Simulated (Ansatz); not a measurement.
**Geometry relaxation, with input and output: Si2NH9 (part 2 of 3)**

The same run, continued: Si2NH9, SMILES [H][H].[SiH3]N[SiH3]; RKS PBE0-D4/def2-TZVP (Ansatz 0.2.0). 

Geometry of the input (Å):
```
H  -0.2140  0.2107  -4.3994
H  -0.4036  0.3432  -3.6659
Si 1.2188  -0.0049  1.8908
N  -0.2760  0.4225  1.0784
Si -0.9718  -0.2633  -0.3772
H  2.0421  -0.7965  0.9153
H  1.0134  -0.8368  3.1339
H  1.9656  1.2359  2.3079
H  -0.8749  1.0873  1.5804
H  0.1206  -1.0162  -1.0810
H  -1.5029  0.8291  -1.2703
H  -2.1172  -1.2110  -0.1129
```

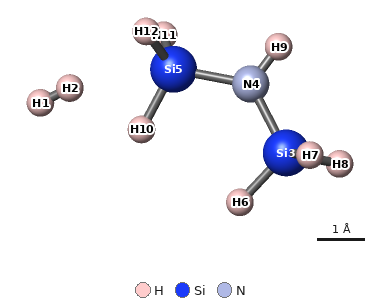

**Figure 1.** The geometry at step 16 of the log (ball-and-stick view, seen at a tilt; atoms are numbered from 1 in the order of the input).

Trajectory as extended XYZ, continued
```
12
Properties=species:S:1:pos:R:3:forces:R:3 step=2 energy=-17384.76920
H    -0.2130    0.2141   -4.4350    0.0042  -0.0049  -0.0184
H    -0.3965    0.3457   -3.7241   -0.0038   0.0060   0.0153
Si    1.2125   -0.0068    1.8842   -0.2693   0.0784  -0.1358
N    -0.2754    0.4154    1.0888    0.0560  -0.1243  -0.0443
Si   -0.9631   -0.2636   -0.3562    0.1247   0.1280   0.2508
H     2.0236   -0.7906    0.9141   -0.0344   0.0412   0.0556
H     0.9971   -0.8290    3.1129    0.0236   0.0407  -0.0621
H     1.9439    1.2269    2.2945   -0.0248  -0.0706  -0.0181
H    -0.8678    1.0705    1.5882    0.1031  -0.1094  -0.0834
H     0.1207   -1.0078   -1.0523   -0.0612   0.0322   0.0269
H    -1.4863    0.8236   -1.2345    0.0216  -0.0657   0.0336
H    -2.0955   -1.1984   -0.0806    0.0603   0.0484  -0.0199
12
Properties=species:S:1:pos:R:3:forces:R:3 step=4 energy=-17384.77547
H    -0.2148    0.2137   -4.4624   -0.0006  -0.0012   0.0007
H    -0.3967    0.3529   -3.7521    0.0006   0.0020  -0.0012
Si    1.2031   -0.0060    1.8828   -0.0030   0.0009   0.0022
N    -0.2757    0.4090    1.0953    0.0014  -0.0059  -0.0016
Si   -0.9564   -0.2616   -0.3414    0.0001   0.0022   0.0003
H     2.0151   -0.7879    0.9180    0.0012   0.0003   0.0000
H     0.9961   -0.8259    3.1095    0.0018  -0.0004   0.0019
H     1.9375    1.2216    2.2920    0.0005   0.0015  -0.0014
H    -0.8634    1.0659    1.5901   -0.0004   0.0012   0.0011
H     0.1207   -1.0065   -1.0388    0.0001  -0.0017  -0.0005
H    -1.4786    0.8184   -1.2226   -0.0002   0.0008  -0.0008
H    -2.0866   -1.1936   -0.0705   -0.0013   0.0005  -0.0007
12
Properties=species:S:1:pos:R:3:forces:R:3 step=5 energy=-17384.77557
H    -0.2187    0.2055   -4.4616    0.0014  -0.0026  -0.0066
H    -0.3951    0.3664   -3.7546   -0.0016   0.0032   0.0062
Si    1.2043   -0.0050    1.8834   -0.0016  -0.0031  -0.0028
N    -0.2773    0.4031    1.0974   -0.0026   0.0006   0.0021
Si   -0.9569   -0.2630   -0.3419    0.0048  -0.0005  -0.0007
H     2.0186   -0.7841    0.9183    0.0007   0.0003   0.0004
H     1.0023   -0.8246    3.1110    0.0003  -0.0002   0.0013
H     1.9342    1.2258    2.2907    0.0002   0.0024  -0.0014
H    -0.8659    1.0588    1.5929   -0.0007   0.0004   0.0012
H     0.1179   -1.0160   -1.0342   -0.0006  -0.0014  -0.0004
H    -1.4681    0.8192   -1.2270    0.0011   0.0014   0.0004
H    -2.0951   -1.1861   -0.0744   -0.0015  -0.0005   0.0003
12
Properties=species:S:1:pos:R:3:forces:R:3 step=6 energy=-17384.77500 accepted=F
H    -0.2331    0.1686   -4.4570   -0.0466   0.0746   0.2029
H    -0.3934    0.4220   -3.7667    0.0461  -0.0749  -0.2030
Si    1.2080   -0.0017    1.8847   -0.0029  -0.0010  -0.0100
N    -0.2842    0.3815    1.1063   -0.0098   0.0104   0.0113
Si   -0.9564   -0.2679   -0.3439    0.0065  -0.0041  -0.0055
H     2.0305   -0.7707    0.9183   -0.0023   0.0004   0.0010
H     1.0240   -0.8195    3.1165    0.0009   0.0021  -0.0019
H     1.9207    1.2424    2.2836    0.0012  -0.0042   0.0007
H    -0.8776    1.0301    1.6060    0.0020  -0.0048  -0.0017
H     0.1099   -1.0515   -1.0160   -0.0079   0.0056   0.0037
H    -1.4237    0.8248   -1.2421    0.0034  -0.0129   0.0063
H    -2.1245   -1.1579   -0.0896    0.0093   0.0089  -0.0039
12
Properties=species:S:1:pos:R:3:forces:R:3 step=8 energy=-17384.77561
H    -0.2197    0.2012   -4.4611   -0.0008  -0.0004   0.0025
H    -0.3953    0.3727   -3.7562    0.0005   0.0009  -0.0028
Si    1.2043   -0.0048    1.8834   -0.0010  -0.0004  -0.0006
N    -0.2791    0.4004    1.0994    0.0008  -0.0023  -0.0001
Si   -0.9566   -0.2634   -0.3419    0.0017   0.0008   0.0000
H     2.0184   -0.7842    0.9184    0.0002   0.0002  -0.0010
H     1.0053   -0.8230    3.1126    0.0001   0.0009   0.0010
H     1.9335    1.2277    2.2877   -0.0002   0.0002  -0.0008
H    -0.8679    1.0556    1.5953   -0.0014  -0.0003   0.0007
H     0.1177   -1.0186   -1.0324    0.0009  -0.0013   0.0010
H    -1.4629    0.8204   -1.2280   -0.0002   0.0004   0.0003
H    -2.0976   -1.1839   -0.0771   -0.0006   0.0013  -0.0003
12
Properties=species:S:1:pos:R:3:forces:R:3 step=9 energy=-17384.77498 accepted=F
H    -0.2311    0.1630   -4.4548   -0.0523   0.0835   0.2147
H    -0.3993    0.4287   -3.7705    0.0518  -0.0839  -0.2146
Si    1.2068   -0.0022    1.8843   -0.0018   0.0114   0.0048
N    -0.2902    0.3768    1.1128    0.0082  -0.0021   0.0003
Si   -0.9532   -0.2670   -0.3443   -0.0191   0.0018   0.0013
H     2.0228   -0.7775    0.9177   -0.0028  -0.0008   0.0005
H     1.0296   -0.8109    3.1232   -0.0010   0.0015  -0.0071
H     1.9241    1.2433    2.2716    0.0002  -0.0072  -0.0017
H    -0.8846    1.0231    1.6138   -0.0016  -0.0066  -0.0030
H     0.1163   -1.0495   -1.0124   -0.0069   0.0075   0.0037
H    -1.4167    0.8281   -1.2418    0.0101  -0.0127   0.0048
H    -2.1244   -1.1559   -0.0996    0.0153   0.0077  -0.0037
12
Properties=species:S:1:pos:R:3:forces:R:3 step=11 energy=-17384.77575
H    -0.2310    0.1731   -4.4576   -0.0173   0.0243   0.0697
H    -0.4046    0.4158   -3.7713    0.0170  -0.0246  -0.0696
Si    1.2071   -0.0013    1.8850   -0.0049   0.0039   0.0012
N    -0.2892    0.3781    1.1125    0.0015  -0.0008   0.0029
Si   -0.9523   -0.2659   -0.3444   -0.0063   0.0026  -0.0017
H     2.0229   -0.7773    0.9187   -0.0014   0.0011  -0.0001
H     1.0280   -0.8108    3.1230   -0.0008   0.0003  -0.0027
H     1.9252    1.2429    2.2739    0.0016  -0.0027  -0.0022
H    -0.8863    1.0204    1.6157    0.0016  -0.0053  -0.0030
H     0.1170   -1.0491   -1.0116   -0.0042   0.0039   0.0032
H    -1.4131    0.8281   -1.2439    0.0049  -0.0073   0.0034
H    -2.1238   -1.1538   -0.1000    0.0086   0.0046  -0.0011
12
Properties=species:S:1:pos:R:3:forces:R:3 step=12 energy=-17384.77582
H    -0.2294    0.1725   -4.4560   -0.0074   0.0100   0.0294
H    -0.4055    0.4135   -3.7710    0.0070  -0.0102  -0.0293
Si    1.2063   -0.0019    1.8851   -0.0019   0.0042  -0.0031
N    -0.2884    0.3812    1.1114    0.0029  -0.0027   0.0020
Si   -0.9520   -0.2649   -0.3443   -0.0032   0.0009   0.0008
H     2.0212   -0.7785    0.9186   -0.0012  -0.0008  -0.0003
H     1.0245   -0.8126    3.1219    0.0000   0.0021  -0.0010
H     1.9271    1.2405    2.2744    0.0003  -0.0026   0.0016
H    -0.8851    1.0240    1.6142   -0.0003  -0.0029  -0.0016
H     0.1185   -1.0437   -1.0142   -0.0009   0.0025   0.0020
H    -1.4183    0.8280   -1.2419    0.0014  -0.0043   0.0013
H    -2.1188   -1.1581   -0.0980    0.0033   0.0039  -0.0018
12
Properties=species:S:1:pos:R:3:forces:R:3 step=13 energy=-17384.77585
H    -0.2296    0.1687   -4.4540   -0.0021   0.0027   0.0084
H    -0.4095    0.4141   -3.7722    0.0017  -0.0029  -0.0083
Si    1.2061   -0.0018    1.8851   -0.0022   0.0010   0.0015
N    -0.2889    0.3811    1.1121    0.0026  -0.0028   0.0004
Si   -0.9508   -0.2636   -0.3449    0.0000   0.0022  -0.0005
H     2.0197   -0.7797    0.9186    0.0001   0.0009  -0.0004
H     1.0244   -0.8117    3.1224   -0.0006   0.0002  -0.0002
H     1.9281    1.2398    2.2749    0.0005  -0.0007  -0.0018
H    -0.8868    1.0219    1.6159   -0.0013  -0.0011   0.0001
H     0.1212   -1.0405   -1.0144   -0.0002  -0.0005   0.0008
H    -1.4165    0.8294   -1.2423    0.0000  -0.0004   0.0002
H    -2.1174   -1.1575   -0.1012    0.0013   0.0013  -0.0001
12
Properties=species:S:1:pos:R:3:forces:R:3 step=15 energy=-17384.77590
H    -0.2417    0.1266   -4.4393   -0.0225   0.0319   0.0680
H    -0.4512    0.4307   -3.7882    0.0223  -0.0325  -0.0682
Si    1.2056   -0.0009    1.8906    0.0007   0.0022   0.0029
N    -0.2991    0.3627    1.1276   -0.0146   0.0011  -0.0047
Si   -0.9354   -0.2518   -0.3542    0.0001   0.0065   0.0099
H     2.0156   -0.7806    0.9227    0.0010  -0.0011   0.0012
H     1.0359   -0.8004    3.1361    0.0004   0.0005  -0.0001
H     1.9275    1.2459    2.2640   -0.0002   0.0015   0.0008
H    -0.9131    0.9777    1.6448    0.0111  -0.0106  -0.0087
H     0.1416   -1.0354   -1.0068   -0.0002  -0.0014  -0.0028
H    -1.3651    0.8553   -1.2528    0.0005  -0.0001   0.0026
H    -2.1204   -1.1297   -0.1445    0.0016   0.0020  -0.0008
12
Properties=species:S:1:pos:R:3:forces:R:3 step=16 energy=-17384.77597
H    -0.2405    0.1341   -4.4428   -0.0079   0.0107   0.0241
H    -0.4423    0.4255   -3.7852    0.0076  -0.0111  -0.0243
Si    1.2058   -0.0013    1.8899   -0.0010   0.0018   0.0046
N    -0.2969    0.3659    1.1247   -0.0033  -0.0035  -0.0057
Si   -0.9382   -0.2535   -0.3527   -0.0028   0.0054   0.0064
H     2.0171   -0.7808    0.9228    0.0003   0.0005   0.0000
H     1.0337   -0.8028    3.1338   -0.0003  -0.0002  -0.0001
H     1.9271    1.2447    2.2672    0.0005   0.0008  -0.0013
H    -0.9075    0.9864    1.6390    0.0042  -0.0048  -0.0034
H     0.1376   -1.0347   -1.0104    0.0000   0.0000  -0.0006
H    -1.3765    0.8518   -1.2492    0.0016   0.0006   0.0001
H    -2.1193   -1.1351   -0.1370    0.0012  -0.0001  -0.0001
12
Properties=species:S:1:pos:R:3:forces:R:3 step=17 energy=-17384.77601
H    -0.2445    0.1275   -4.4420   -0.0027   0.0030   0.0069
H    -0.4463    0.4239   -3.7872    0.0024  -0.0035  -0.0070
Si    1.2057   -0.0018    1.8914   -0.0008   0.0016   0.0031
N    -0.2979    0.3633    1.1267   -0.0009  -0.0050  -0.0061
Si   -0.9362   -0.2506   -0.3542   -0.0003   0.0040   0.0044
H     2.0170   -0.7813    0.9244    0.0003   0.0001   0.0004
H     1.0344   -0.8021    3.1361   -0.0006  -0.0002  -0.0004
H     1.9267    1.2448    2.2672    0.0001   0.0008  -0.0011
H    -0.9099    0.9812    1.6422    0.0011  -0.0018  -0.0004
H     0.1410   -1.0296   -1.0123   -0.0002  -0.0003  -0.0005
H    -1.3720    0.8577   -1.2482    0.0007   0.0008   0.0003
H    -2.1178   -1.1328   -0.1440    0.0009   0.0004   0.0004
12
Properties=species:S:1:pos:R:3:forces:R:3 step=19 energy=-17384.77062 accepted=F
H    -0.3832   -0.0619   -4.4267   -0.0997   0.2425   0.3223
H    -0.5612    0.3843   -3.8399    0.0981  -0.2427  -0.3205
Si    1.2017   -0.0103    1.9330   -0.0387   0.0202  -0.0138
N    -0.3283    0.2825    1.1866   -0.1977   0.0281  -0.1176
Si   -0.8664   -0.1686   -0.4023   -0.0281   0.0775   0.2008
H     2.0174   -0.7928    0.9723    0.0039  -0.0027   0.0023
H     1.0588   -0.7752    3.2035   -0.0037   0.0060  -0.0145
H     1.9104    1.2581    2.2637   -0.0063  -0.0126  -0.0025
H    -0.9967    0.8029    1.7486    0.1494  -0.1338  -0.1572
H     0.2424   -0.9086   -1.0541   -0.0073   0.0066   0.0241
H    -1.2105    1.0273   -1.2319    0.0155  -0.0813   0.0704
H    -2.0843   -1.0375   -0.3528    0.1144   0.0923   0.0061
12
Properties=species:S:1:pos:R:3:forces:R:3 step=20 energy=-17384.77564 accepted=F
H    -0.2716    0.0940   -4.4406   -0.0005  -0.0010  -0.0016
H    -0.4654    0.4154   -3.7956    0.0001   0.0006   0.0014
Si    1.2037   -0.0046    1.8999    0.0143   0.0144  -0.0403
N    -0.3034    0.3469    1.1362   -0.0120   0.0068   0.0134
Si   -0.9268   -0.2343   -0.3637    0.1162  -0.0098   0.0216
H     2.0198   -0.7805    0.9339   -0.0078  -0.0139   0.0056
H     1.0366   -0.7966    3.1495   -0.0009  -0.0066   0.0081
H     1.9236    1.2462    2.2624   -0.0022   0.0087   0.0164
H    -0.9263    0.9449    1.6617   -0.0038   0.0061   0.0087
H     0.1571   -1.0062   -1.0193   -0.0035  -0.0058  -0.0081
H    -1.3384    0.8892   -1.2458   -0.0308   0.0304  -0.0220
H    -2.1088   -1.1143   -0.1787   -0.0690  -0.0299  -0.0034
12
Properties=species:S:1:pos:R:3:forces:R:3 step=22 energy=-17384.77630
H    -0.3094    0.0474   -4.4360   -0.0104   0.0175   0.0319
H    -0.4926    0.4063   -3.8065    0.0097  -0.0179  -0.0319
Si    1.2033   -0.0051    1.9084   -0.0012   0.0026  -0.0010
N    -0.3112    0.3285    1.1513   -0.0116   0.0033  -0.0047
Si   -0.9048   -0.2153   -0.3753    0.0012   0.0086   0.0208
H     2.0176   -0.7860    0.9450   -0.0010  -0.0003   0.0001
H     1.0428   -0.7905    3.1637    0.0005   0.0007   0.0004
H     1.9189    1.2508    2.2649   -0.0005  -0.0009   0.0013
H    -0.9483    0.9028    1.6874    0.0106  -0.0127  -0.0120
H     0.1861   -0.9793   -1.0284   -0.0015   0.0010  -0.0014
H    -1.3002    0.9301   -1.2418    0.0015  -0.0050   0.0004
H    -2.1022   -1.0896   -0.2328    0.0028   0.0030  -0.0040
12
Properties=species:S:1:pos:R:3:forces:R:3 step=23 energy=-17384.77619 accepted=F
H    -0.3569   -0.0047   -4.4315   -0.0313   0.0727   0.1133
H    -0.5191    0.3958   -3.8182    0.0302  -0.0731  -0.1128
Si    1.2016   -0.0072    1.9196   -0.0026   0.0055  -0.0054
N    -0.3190    0.3064    1.1659   -0.0569   0.0161  -0.0135
Si   -0.8844   -0.1924   -0.3886    0.0107   0.0214   0.0498
H     2.0189   -0.7882    0.9589   -0.0009  -0.0011   0.0008
H     1.0471   -0.7831    3.1813   -0.0008   0.0000  -0.0001
H     1.9131    1.2544    2.2653   -0.0012  -0.0013   0.0013
H    -0.9724    0.8515    1.7149    0.0423  -0.0417  -0.0459
H     0.2148   -0.9469   -1.0388   -0.0013   0.0002   0.0034
H    -1.2525    0.9751   -1.2387    0.0008  -0.0109   0.0109
H    -2.0910   -1.0608   -0.2902    0.0111   0.0122  -0.0018
12
Properties=species:S:1:pos:R:3:forces:R:3 step=24 energy=-17384.77644
H    -0.3350    0.0244   -4.4348   -0.0104   0.0188   0.0333
H    -0.5072    0.3969   -3.8101    0.0096  -0.0191  -0.0331
Si    1.2023   -0.0061    1.9143    0.0003   0.0027  -0.0012
N    -0.3148    0.3177    1.1581   -0.0170   0.0039  -0.0037
Si   -0.8937   -0.2036   -0.3821    0.0038   0.0084   0.0166
H     2.0185   -0.7868    0.9524   -0.0006  -0.0004   0.0006
H     1.0442   -0.7869    3.1726   -0.0005  -0.0002  -0.0001
H     1.9155    1.2525    2.2663   -0.0004  -0.0003   0.0005
H    -0.9601    0.8770    1.7002    0.0123  -0.0142  -0.0149
H     0.2012   -0.9631   -1.0334   -0.0003  -0.0003   0.0006
H    -1.2747    0.9525   -1.2409    0.0003  -0.0030   0.0026
H    -2.0961   -1.0743   -0.2626    0.0030   0.0038  -0.0012
12
Properties=species:S:1:pos:R:3:forces:R:3 step=26 energy=-17384.77678
H    -0.4092   -0.0388   -4.4245   -0.0157   0.0444   0.0667
H    -0.5397    0.3825   -3.8196    0.0143  -0.0449  -0.0661
Si    1.1990   -0.0085    1.9283   -0.0019   0.0044   0.0027
N    -0.3233    0.2900    1.1721   -0.0369   0.0131   0.0038
Si   -0.8633   -0.1752   -0.4003   -0.0051   0.0137   0.0211
H     2.0229   -0.7878    0.9719   -0.0004   0.0002   0.0008
H     1.0444   -0.7792    3.1930   -0.0009  -0.0012  -0.0015
H     1.9041    1.2575    2.2715    0.0000  -0.0001  -0.0015
H    -0.9897    0.8123    1.7268    0.0326  -0.0300  -0.0354
H     0.2417   -0.9263   -1.0442   -0.0003  -0.0016   0.0022
H    -1.2078    1.0080   -1.2385    0.0011  -0.0084   0.0079
H    -2.0789   -1.0342   -0.3364    0.0131   0.0105  -0.0008
12
Properties=species:S:1:pos:R:3:forces:R:3 step=27 energy=-17384.77700
H    -0.4471   -0.0690   -4.4089   -0.0162   0.0632   0.0846
H    -0.5517    0.3844   -3.8214    0.0146  -0.0640  -0.0842
Si    1.1966   -0.0091    1.9341    0.0004  -0.0017  -0.0015
N    -0.3257    0.2803    1.1743   -0.0222   0.0102   0.0054
Si   -0.8482   -0.1645   -0.4093   -0.0187   0.0035   0.0148
H     2.0259   -0.7859    0.9803    0.0005   0.0011  -0.0002
H     1.0410   -0.7805    3.1982   -0.0004   0.0047   0.0005
H     1.8972    1.2598    2.2763   -0.0010  -0.0017   0.0032
H    -1.0000    0.7900    1.7305    0.0231  -0.0214  -0.0263
H     0.2601   -0.9157   -1.0473    0.0021   0.0037  -0.0008
H    -1.1794    1.0279   -1.2398    0.0072  -0.0058   0.0044
H    -2.0685   -1.0177   -0.3670    0.0107   0.0082   0.0000
12
Properties=species:S:1:pos:R:3:forces:R:3 step=28 energy=-17384.77720
H    -0.4758   -0.0927   -4.3951   -0.0141   0.0710   0.0871
H    -0.5615    0.3857   -3.8244    0.0124  -0.0721  -0.0867
Si    1.1951   -0.0107    1.9378   -0.0041   0.0067   0.0066
N    -0.3270    0.2730    1.1755   -0.0161  -0.0022  -0.0106
Si   -0.8385   -0.1571   -0.4162   -0.0026   0.0122   0.0160
H     2.0295   -0.7841    0.9857   -0.0007   0.0006   0.0021
H     1.0384   -0.7799    3.2030   -0.0010  -0.0033  -0.0027
H     1.8908    1.2600    2.2835    0.0014   0.0005  -0.0033
H    -1.0065    0.7742    1.7326    0.0146  -0.0141  -0.0162
H     0.2737   -0.9045   -1.0519   -0.0003  -0.0034   0.0016
H    -1.1562    1.0427   -1.2411   -0.0017  -0.0061   0.0067
H    -2.0619   -1.0066   -0.3895    0.0122   0.0104  -0.0008
12
Properties=species:S:1:pos:R:3:forces:R:3 step=30 energy=-17384.77792
H    -0.5609   -0.1650   -4.3570   -0.0090   0.0901   0.0915
H    -0.6058    0.3708   -3.8340    0.0067  -0.0915  -0.0904
Si    1.1899   -0.0147    1.9536   -0.0081   0.0043  -0.0029
N    -0.3291    0.2513    1.1786   -0.0221  -0.0098  -0.0470
Si   -0.8024   -0.1267   -0.4397    0.0018   0.0165   0.0560
H     2.0413   -0.7775    1.0080    0.0001   0.0015   0.0016
H     1.0265   -0.7877    3.2154   -0.0015  -0.0011  -0.0003
H     1.8721    1.2613    2.3075    0.0007  -0.0012  -0.0015
H    -1.0273    0.7221    1.7389    0.0127  -0.0126  -0.0155
H     0.3199   -0.8656   -1.0678   -0.0014   0.0027   0.0011
H    -1.0913    1.0980   -1.2392    0.0034  -0.0133   0.0087
H    -2.0329   -0.9662   -0.4642    0.0167   0.0146  -0.0012
```
